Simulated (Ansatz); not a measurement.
**SiH₃+ (singlet): one geometry, many settings**

Aim: run SiH₃+ (singlet) at one geometry under a spread of methods and options, and see what each costs and gives.

Method: the settings change from run to run; program: Ansatz 0.2.0, Gaussian basis.

21 further runs of the same task are left out: 10 that didn't finish, 11 set aside as unsound or not needed.

### 1 The system

The geometry is a PBE0/def2-TZVP stationary point (not a proven minimum) of the parent state, kept for this charge and spin.

4 atoms, charge 1, spin multiplicity 1.

Atoms are counted from 1 here; the program's logs count them from 0.

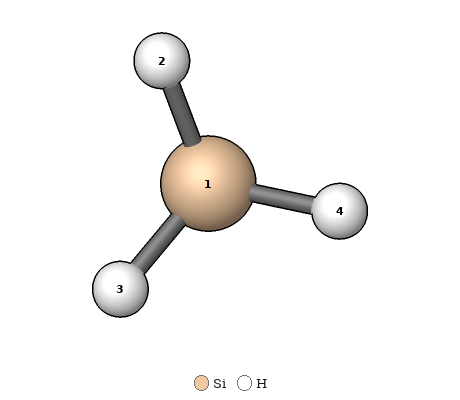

The geometry (silicon light orange, hydrogen white); atoms are numbered from 1 in the order of the file.

Coordinates:

```xyz
4
H3Si
Si    0.0001   -0.0001   -0.0437
H     1.4153    0.0146    0.4091
H    -0.7211    1.2200    0.4030
H    -0.6968   -1.2329    0.4066
```

### 2 MP2 on RHF/6-31G

Input file in.yaml:

```yaml
crystal:
  periodic: [false, false, false]
  atoms:
    - {symbol: Si, position_ang: [0.000090, -0.000062, -0.043737]}
    - {symbol: H, position_ang: [1.415348, 0.014593, 0.409118]}
    - {symbol: H, position_ang: [-0.721058, 1.220018, 0.403029]}
    - {symbol: H, position_ang: [-0.696788, -1.232882, 0.406559]}
basis:
  gaussian: {orbitals: 6-31G}
total_charge: 1
magnetization: {spin_polarized: false}
correlation: {method: mp2, electrons: all}
scf: {lower_state_search: full}
```

The run is started by

```sh
$ ansatz run in.yaml --threads 1 --pin off --events-out ev --progress --plain --max-ram 2393MiB
```

Log:

```text
Functional definition: HF
  name "HF"
  cite "Fock, Z. Phys. 61, 126 (1930) doi:10.1007/BF01340294"
  parent pbe
  exchange = exact_x
  correlation = 0
236 factors; integrals over basis functions are off by at most 1.8e-4 eV
mean field evaluation 1: about -7898.0677 eV, gradient 6.4e0 eV
mean field evaluation 2: about -7898.0666 eV, gradient 6.4e0 eV
mean field evaluation 4: about -7898.2793 eV, gradient 1.5e-1 eV
mean field evaluation 8: about -7898.2794 eV, gradient 2.9e-6 eV
mean field -7898.27939251 eV, -290.2564140286 hartree, gradient 2.9e-6 eV, S^2 0.000000; 0 other end points of the search recorded, 0 dependent functions left out
reference -7898.27939251 eV, -290.2564140286 hartree; 8, 8 occupied and 11, 11 virtual orbitals, 236 factors
second order -1.42534755 eV of doubles, -0.00000000 eV of singles
Total energy: -7899.70474006 eV, -290.3087945850 hartree
```

Wall time 0.09 s (1 thread of Intel Xeon Platinum 8488C, shared host).

### 3 MRCISD+Q(6,4)/6-31G

Changes to in.yaml since step 2:

```diff
@@ -8,6 +8,4 @@
 basis:
-  gaussian: {orbitals: 6-31G}
+  gaussian: {orbitals: 6-31G, point_charges: [{charge: 0.50, position_ang: [5.733, -0.962, 0.225]}]}
 total_charge: 1
-magnetization: {spin_polarized: false}
-correlation: {method: mp2, electrons: all}
-scf: {lower_state_search: full}
+correlation: {method: fic_mrcisd_q, electrons: all, active_space: {window: {electrons: 6, orbitals: 4}}}
```

Same command.

Log (excerpt; [...] marks lines left out):

```text
Functional definition: HF
  name "HF"
  cite "Fock, Z. Phys. 61, 126 (1930) doi:10.1007/BF01340294"
  parent pbe
[...]
236 factors; integrals over basis functions are off by at most 1.8e-4 eV
[...]
mean field -7897.05879555 eV, -290.2115579179 hartree, gradient 4.0e-6 eV, S^2 0.000000; 0 other end points of the search recorded, 0 dependent functions left out
reference -7897.05879555 eV, -290.2115579179 hartree; 8, 8 occupied and 11, 11 virtual orbitals, 236 factors
state -7897.54985079 eV, -290.2296038652 hartree
contracted CI cycle   1: correlation 0.00000000 eV, 0.0000000000 hartree, residual 9.12e0 eV
contracted CI cycle   2: correlation -1.35075998 eV, -0.0496395136 hartree, residual 3.31e0 eV
contracted CI cycle   3: correlation -1.45500823 eV, -0.0534705663 hartree, residual 9.02e-1 eV
contracted CI cycle   4: correlation -1.46596183 eV, -0.0538731037 hartree, residual 2.47e-1 eV
[...]
contracted CI cycle   2: correlation -1.35085951 eV, -0.0496431712 hartree, residual 3.31e0 eV
contracted CI cycle   3: correlation -1.45523565 eV, -0.0534789239 hartree, residual 9.03e-1 eV
contracted CI cycle   4: correlation -1.46620724 eV, -0.0538821222 hartree, residual 2.47e-1 eV
contracted CI cycle   5: correlation -1.46707194 eV, -0.0539138993 hartree, residual 8.40e-2 eV
contracted CI cycle   6: correlation -1.46719172 eV, -0.0539183010 hartree, residual 3.35e-2 eV
contracted CI cycle   7: correlation -1.46720709 eV, -0.0539188661 hartree, residual 9.47e-3 eV
contracted CI cycle   8: correlation -1.46720850 eV, -0.0539189180 hartree, residual 3.38e-3 eV
contracted CI cycle   9: correlation -1.46720867 eV, -0.0539189243 hartree, residual 1.09e-3 eV
state -7897.54953556 eV, -290.2295922804 hartree; corrected -7899.07468136 eV, -290.2856403550 hartree
state -7897.54985079 eV, -290.2296038652 hartree; corrected -7899.07471456 eV, -290.2856415749 hartree
[...]
Total energy: -7899.07471456 eV, -290.2856415749 hartree
```

It took 0.45 s on 1 thread of Intel Xeon Platinum 8488C, shared host.

From the report: 16 determinants; active occupations 2.00, 2.00, 1.97, 0.03.

### 4 CCSD(T) on UHF/def2-TZVP

Input file in.yaml:

```yaml
crystal:
  periodic: [false, false, false]
  atoms:
    - {symbol: Si, position_ang: [0.000090, -0.000062, -0.043737]}
    - {symbol: H, position_ang: [1.415348, 0.014593, 0.409118]}
    - {symbol: H, position_ang: [-0.721058, 1.220018, 0.403029]}
    - {symbol: H, position_ang: [-0.696788, -1.232882, 0.406559]}
basis:
  gaussian: {orbitals: def2-TZVP}
total_charge: 1
magnetization: {spin_polarized: true, initial_magnetization: 0}
correlation: {method: ccsd_t, electrons: all}
scf: {omitted_lower_state_checks: [cluster_reference]}
```

The command is unchanged.

Log (excerpt; [...] marks lines left out):

```text
Functional definition: HF
  name "HF"
  cite "Fock, Z. Phys. 61, 126 (1930) doi:10.1007/BF01340294"
  parent pbe
[...]
364 factors; integrals over basis functions are off by at most 1.2e-3 eV
[...]
mean field -7900.20194852 eV, -290.3270666588 hartree, gradient 1.4e-6 eV, S^2 0.000000; 0 other end points of the search recorded, 0 dependent functions left out
reference -7900.20194852 eV, -290.3270666588 hartree; 8, 8 occupied and 47, 47 virtual orbitals, 364 factors
second order -5.44504700 eV of doubles, -0.00000000 eV of singles
cycle   1  -5.95347309 eV  change   -5.1e-1 eV  update   5.4e-2
[...]
cycle   8  -6.17726645 eV  change   -4.2e-6 eV  update   8.1e-6
perturbative correction -0.09187251 eV, -0.0033762526 hartree
Total energy: -7906.47108748 eV, -290.5574532663 hartree
Checks for a lower state left out: cluster_reference
```

It took 1.5 s on 1 thread of Intel Xeon Platinum 8488C, shared host.

From the report: ⟨S²⟩ of the determinant 0.000 (pure singlet: 0.00); correlation -6.2691 eV; T1 0.008; largest double amplitude 0.05.

### 5 MP2 on UHF/6-31G

Changes to in.yaml since step 4:

```diff
@@ -8,6 +8,6 @@
 basis:
-  gaussian: {orbitals: def2-TZVP}
+  gaussian: {orbitals: 6-31G}
 total_charge: 1
 magnetization: {spin_polarized: true, initial_magnetization: 0}
-correlation: {method: ccsd_t, electrons: all}
-scf: {omitted_lower_state_checks: [cluster_reference]}
+correlation: {method: mp2, electrons: outside_noble_gas}
+output: {forces: true}
```

The command is unchanged.

Log (excerpt; [...] marks lines left out):

```text
Functional definition: HF
  name "HF"
  cite "Fock, Z. Phys. 61, 126 (1930) doi:10.1007/BF01340294"
  parent pbe
[...]
236 factors; integrals over basis functions are off by at most 1.8e-4 eV
[...]
mean field -7898.27939251 eV, -290.2564140286 hartree, gradient 2.1e-6 eV, S^2 0.000000; 0 other end points of the search recorded, 0 dependent functions left out
5 core orbitals not correlated: weight in the atoms' cores, before any rotation towards them, 1.000 or more for the frozen orbitals, at most 0.000 for the correlated occupied ones
reference -7898.27939251 eV, -290.2564140286 hartree; 3, 3 occupied and 11, 11 virtual orbitals, 236 factors
second order -1.32673617 eV of doubles, -0.00000000 eV of singles
[...]
Total energy: -7899.60612867 eV, -290.3051706834 hartree
Atom 0 at     0.000090    -0.000062    -0.043737 Å, force    -0.006292     0.004344     3.062089 eV/Å
Atom 1 at     1.415348     0.014593     0.409118 Å, force     0.495731     0.003438    -1.019689 eV/Å
Atom 2 at    -0.721058     1.220018     0.403029 Å, force    -0.248949     0.423601    -1.021815 eV/Å
Atom 3 at    -0.696788    -1.232882     0.406559 Å, force    -0.240490    -0.431383    -1.020585 eV/Å
Dipole moment:     0.000500    -0.000346    -0.244103 e Å
```

It took 0.18 s on 1 thread of Intel Xeon Platinum 8488C, shared host.

From the report: ⟨S²⟩ of the determinant 0.000 (pure singlet: 0.00).

### 6 CASCI(6,4)/6-31G*

Changes to in.yaml since step 5:

```diff
@@ -8,6 +8,5 @@
 basis:
-  gaussian: {orbitals: 6-31G}
+  gaussian: {orbitals: "6-31G*"}
 total_charge: 1
-magnetization: {spin_polarized: true, initial_magnetization: 0}
-correlation: {method: mp2, electrons: outside_noble_gas}
+correlation: {active_space: {window: {electrons: 6, orbitals: 4}, fixed_orbitals: true}}
 output: {forces: true}
```

The command is unchanged.

Log (excerpt; [...] marks lines left out):

```text
Functional definition: HF
  name "HF"
  cite "Fock, Z. Phys. 61, 126 (1930) doi:10.1007/BF01340294"
  parent pbe
[...]
261 factors; integrals over basis functions are off by at most 7.8e-4 eV
[...]
mean field -7899.38536559 eV, -290.2970577897 hartree, gradient 1.7e-6 eV, S^2 0.000000; 0 other end points of the search recorded, 0 dependent functions left out
reference -7899.38536559 eV, -290.2970577897 hartree; 8, 8 occupied and 17, 17 virtual orbitals, 261 factors
state -7899.46897200 eV, -290.3001302687 hartree
[...]
Total energy: -7899.46897200 eV, -290.3001302687 hartree
Atom 0 at     0.000090    -0.000062    -0.043737 Å, force    -0.008019     0.005539     3.904171 eV/Å
Atom 1 at     1.415348     0.014593     0.409118 Å, force    -0.104846    -0.002911    -1.301606 eV/Å
Atom 2 at    -0.721058     1.220018     0.403029 Å, force     0.057354    -0.094436    -1.301148 eV/Å
Atom 3 at    -0.696788    -1.232882     0.406559 Å, force     0.055511     0.091808    -1.301416 eV/Å
Dipole moment:     0.000582    -0.000403    -0.283854 e Å
```

It took 0.15 s on 1 thread of Intel Xeon Platinum 8488C, shared host.

From the report: 10 determinants; active occupations 2.00, 2.00, 2.00, 0.01.

### 7 CCSD on RHF/6-31G*

Changes to in.yaml since step 6:

```diff
@@ -10,3 +10,3 @@
 total_charge: 1
-correlation: {active_space: {window: {electrons: 6, orbitals: 4}, fixed_orbitals: true}}
-output: {forces: true}
+magnetization: {spin_polarized: false}
+correlation: {method: ccsd, electrons: valence}
```

Launched as before.

Log (excerpt; [...] marks lines left out):

```text
Functional definition: HF
  name "HF"
  cite "Fock, Z. Phys. 61, 126 (1930) doi:10.1007/BF01340294"
  parent pbe
[...]
261 factors; integrals over basis functions are off by at most 7.8e-4 eV
[...]
mean field -7899.38536559 eV, -290.2970577897 hartree, gradient 1.7e-6 eV, S^2 0.000000; 0 other end points of the search recorded, 0 dependent functions left out
5 core orbitals not correlated: weight in the atoms' cores, before any rotation towards them, 1.000 or more for the frozen orbitals, at most 0.000 for the correlated occupied ones
reference -7899.38536559 eV, -290.2970577897 hartree; 3, 3 occupied and 17, 17 virtual orbitals, 261 factors
second order -1.78326684 eV of doubles, -0.00000000 eV of singles
cycle   1  -2.19375370 eV  change   -4.1e-1 eV  update   5.3e-2
[...]
cycle   8  -2.38926360 eV  change    1.9e-6 eV  update   4.3e-6
Total energy: -7901.77462919 eV, -290.3848616077 hartree
```

It took 0.18 s on 1 thread of Intel Xeon Platinum 8488C, shared host.

From the report: correlation -2.3893 eV; T1 0.014; largest double amplitude 0.05.

### 8 BCCD on RHF/STO-3G

Changes to in.yaml since step 7:

```diff
@@ -8,5 +8,6 @@
 basis:
-  gaussian: {orbitals: "6-31G*"}
+  gaussian: {orbitals: STO-3G}
 total_charge: 1
 magnetization: {spin_polarized: false}
-correlation: {method: ccsd, electrons: valence}
+correlation: {method: bccd, electrons: valence}
+accuracy: high
```

The command is unchanged.

Log (excerpt; [...] marks lines left out):

```text
Functional definition: HF
  name "HF"
  cite "Fock, Z. Phys. 61, 126 (1930) doi:10.1007/BF01340294"
  parent pbe
[...]
183 factors; integrals over basis functions are off by at most 2.0e-9 eV
[...]
mean field -7811.04340165 eV, -287.0505504953 hartree, gradient 2.6e-8 eV, S^2 0.000000; 1 other end points of the search recorded, 0 dependent functions left out
5 core orbitals not correlated: weight in the atoms' cores, before any rotation towards them, 1.000 or more for the frozen orbitals, at most 0.000 for the correlated occupied ones
reference -7811.04340165 eV, -287.0505504953 hartree; 3, 3 occupied and 4, 4 virtual orbitals, 183 factors
second order -1.11009576 eV of doubles, -0.00000000 eV of singles
cycle   1  -1.48356003 eV  change   -3.7e-1 eV  update   5.4e-2
[...]
cycle  16  -1.69879146 eV  change  -8.0e-11 eV  update  4.7e-10
Total energy: -7812.74219311 eV, -287.1129799300 hartree
```

It took 0.15 s on 1 thread of Intel Xeon Platinum 8488C, shared host.

From the report: correlation -1.6988 eV; largest double amplitude 0.07.

### 9 CCSD on RHF/x2c-TZVPPall

Changes to in.yaml since step 8:

```diff
@@ -8,6 +8,6 @@
 basis:
-  gaussian: {orbitals: STO-3G}
+  gaussian: {orbitals: x2c-TZVPPall}
 total_charge: 1
 magnetization: {spin_polarized: false}
-correlation: {method: bccd, electrons: valence}
-accuracy: high
+correlation: {method: ccsd, electrons: outside_noble_gas}
+output: {forces: true}
```

The command is unchanged.

Log (excerpt; [...] marks lines left out):

```text
Functional definition: HF
  name "HF"
  cite "Fock, Z. Phys. 61, 126 (1930) doi:10.1007/BF01340294"
  parent pbe
[...]
469 factors; integrals over basis functions are off by at most 8.2e-4 eV
[...]
mean field -7916.60941746 eV, -290.9300300210 hartree, gradient 2.7e-6 eV, S^2 0.000000; 0 other end points of the search recorded, 0 dependent functions left out
5 core orbitals not correlated: weight in the atoms' cores, before any rotation towards them, 1.000 or more for the frozen orbitals, at most 0.000 for the correlated occupied ones
reference -7916.60941746 eV, -290.9300300210 hartree; 3, 3 occupied and 76, 76 virtual orbitals, 469 factors
second order -2.86828802 eV of doubles, -0.00000000 eV of singles
cycle   1  -3.34761764 eV  change   -4.8e-1 eV  update   5.3e-2
[...]
cycle   9  -3.55601907 eV  change    3.3e-6 eV  update   1.8e-6
[...]
Total energy: -7920.16543653 eV, -291.0607113114 hartree
Relativity: scalar
Atom 0 at     0.000090    -0.000062    -0.043737 Å, force    -0.006917     0.004777     3.367329 eV/Å
Atom 1 at     1.415348     0.014593     0.409118 Å, force     0.062501    -0.000997    -1.122318 eV/Å
Atom 2 at    -0.721058     1.220018     0.403029 Å, force    -0.028307     0.050232    -1.122581 eV/Å
Atom 3 at    -0.696788    -1.232882     0.406559 Å, force    -0.027276    -0.054013    -1.122431 eV/Å
Dipole moment:     0.000472    -0.000327    -0.230273 e Å
```

Wall time 2.4 s (1 thread of Intel Xeon Platinum 8488C, shared host).

From the report: correlation -3.5560 eV; T1 0.011; largest double amplitude 0.05.

### 10 CCSD(T) on RHF/6-31G

Changes to in.yaml since step 9:

```diff
@@ -8,6 +8,6 @@
 basis:
-  gaussian: {orbitals: x2c-TZVPPall}
+  gaussian: {orbitals: 6-31G}
 total_charge: 1
 magnetization: {spin_polarized: false}
-correlation: {method: ccsd, electrons: outside_noble_gas}
-output: {forces: true}
+correlation: {method: ccsd_t, electrons: outside_noble_gas, diis_vectors: 4}
+accuracy: high
```

Same command.

Log (excerpt; [...] marks lines left out):

```text
Functional definition: HF
  name "HF"
  cite "Fock, Z. Phys. 61, 126 (1930) doi:10.1007/BF01340294"
  parent pbe
[...]
414 factors; integrals over basis functions are off by at most 3.6e-9 eV
[...]
mean field -7898.27944259 eV, -290.2564158689 hartree, gradient 4.1e-9 eV, S^2 0.000000; 1 other end points of the search recorded, 0 dependent functions left out
5 core orbitals not correlated: weight in the atoms' cores, before any rotation towards them, 1.000 or more for the frozen orbitals, at most 0.000 for the correlated occupied ones
reference -7898.27944259 eV, -290.2564158689 hartree; 3, 3 occupied and 11, 11 virtual orbitals, 414 factors
second order -1.32676522 eV of doubles, -0.00000000 eV of singles
cycle   1  -1.69265765 eV  change   -3.7e-1 eV  update   5.2e-2
[...]
cycle  20  -1.88877917 eV  change   2.9e-10 eV  update  1.8e-10
perturbative correction -0.01938903 eV, -0.0007125336 hartree
Total energy: -7900.18761079 eV, -290.3265397569 hartree
```

It took 0.21 s on 1 thread of Intel Xeon Platinum 8488C, shared host.

From the report: correlation -1.9082 eV; T1 0.009; largest double amplitude 0.05.

### 11 The runs in one table

Where basis and cores are those of an earlier FCI/6-31G run (-7900.1971 eV), and the state is the same kind, the miss against it is given.

```
                                      level         correlated  functions  energy (eV)  from FCI (meV)    time
                           MP2 on RHF/6-31G                all         19   -7899.7047                  0.09 s
MRCISD+Q(6,4)/6-31G (beside a point charge)                all         19   -7899.0747                  0.45 s
                   CCSD(T) on UHF/def2-TZVP                all         55   -7906.4711                   1.5 s
                           MP2 on UHF/6-31G  outside noble gas         19   -7899.6061           591.0  0.18 s
                          CASCI(6,4)/6-31G*                            25   -7899.4690                  0.15 s
                         CCSD on RHF/6-31G*            valence         25   -7901.7746                  0.18 s
                         BCCD on RHF/STO-3G            valence         12   -7812.7422                  0.15 s
                   CCSD on RHF/x2c-TZVPPall  outside noble gas         84   -7920.1654                   2.4 s
                       CCSD(T) on RHF/6-31G  outside noble gas         19   -7900.1876             9.5  0.21 s
```

### 12 What came out

| quantity | value |
| --- | --- |
| runs | 9 |
| quickest | MP2 on RHF/6-31G, 0.09 s |
| slowest | CCSD on RHF/x2c-TZVPPall, 2.4 s |

**Reading.** Total energies in different bases, with other cores or another treatment of relativity can't be set against each other. CCSD on RHF/x2c-TZVPPall took 27 times as long as MP2 on RHF/6-31G; the jobs differ in more than the method. Among the correlated runs with a miss given, it spans +9 to +591 meV.
